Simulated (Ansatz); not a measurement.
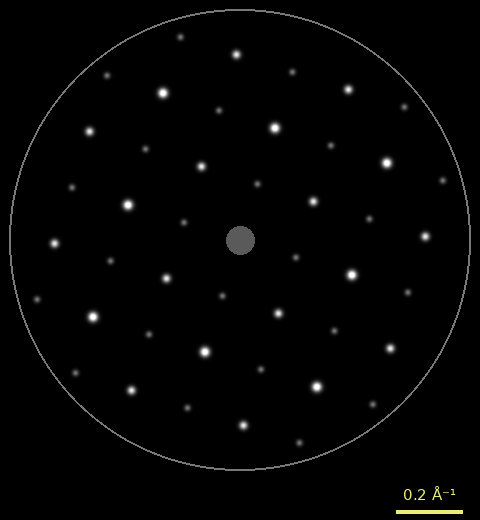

Simulated LEED pattern at 110 eV and normal incidence, from the upper face of a slab model. Spot positions follow from the surface net; brightness is a rough single-scattering estimate from the outer layers, good only for telling present from absent.

Question: What surface net do the spots show?

Answer: The spots form a square reciprocal net with shortest vectors 0.178 and 0.178 Å⁻¹ at 90.0°. The primitive real-space mesh has edges 5.62 and 5.62 Å at 90.0° (or its supplement) and area 31.6 Å².

The slab has composition MgI2 (3 atoms a cell, 0.0 Å thick). Structure: the geometry relaxed with DFT PBE, scalar-relativistic, plane waves, PAW (Ansatz); the starting structure was generated, so it need not be a known form of this composition.

```
Mg I
1.0
     5.62364    0.00000    0.00000
     0.00000    5.62364    0.00000
     0.00000    0.00000   23.80000
Mg I
1 2
Cartesian
  0.0000 0.0000 7.0000
  0.0000 2.8118 7.0000
  2.8118 0.0000 7.0000
```
